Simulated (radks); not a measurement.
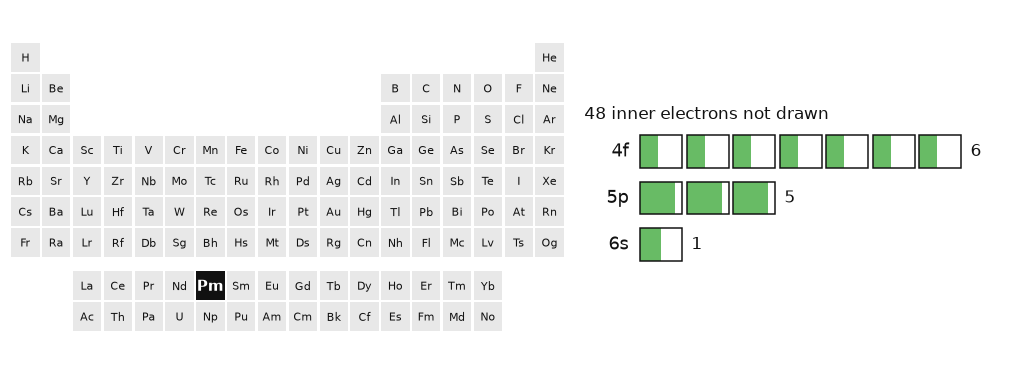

Figure 1. Left, the place of promethium in the periodic table; right, the outer shells as the input fills them: a box for each of the 2l + 1 orbitals, shaded by the share of the shell that is filled, with the electron count at the right.

**Atomic calculation, with input and output: Pm⁺**

Pm⁺, configuration [Kr] 4d10 4f6 5s2 5p5 6s1. Level asked for: scalar-relativistic Kohn-Sham, SCAN, spin-polarised, spherical densities, finite nucleus (radks).

**The input**
```
Z 61
configuration [Kr] 4d10 4f6 5s2 5p5 6s1
relativity scalar-relativistic
functional scan,scan
spin polarised
nucleus finite rms 4.962 fm
c 137.035999084
```

Energies in input and log are in hartree, lengths in bohr (the nuclear radius in fm).

**Log**
```
4f      2   0.0000          -1.41889479
6s      2   0.0000          -0.60493642
Etot 4.006350599395737e+22
Ekin -4.9966845687087885e+22
Encl -7509933849836.557
Eh 9.003035451546006e+22
Exc -2826904866450639.5
err 1.3858007988827558e+16
it 6
```

**Outcome**

```
                   quantity                                  value
                    outcome                          not converged
               total energy   40063505993957367611392.0000 hartree
             kinetic energy  −49966845687087885189120.0000 hartree
    electron–nucleus energy            −7509933849836.5566 hartree
             Hartree energy   90030354515460056154112.0000 hartree
exchange–correlation energy         −2826904866450639.5000 hartree
             SCF iterations                                      6
                   hardware              1 CPU thread, shared host
```

**Diagnosis**

The run did not meet its convergence test in 6 iterations, so its last values are not results.
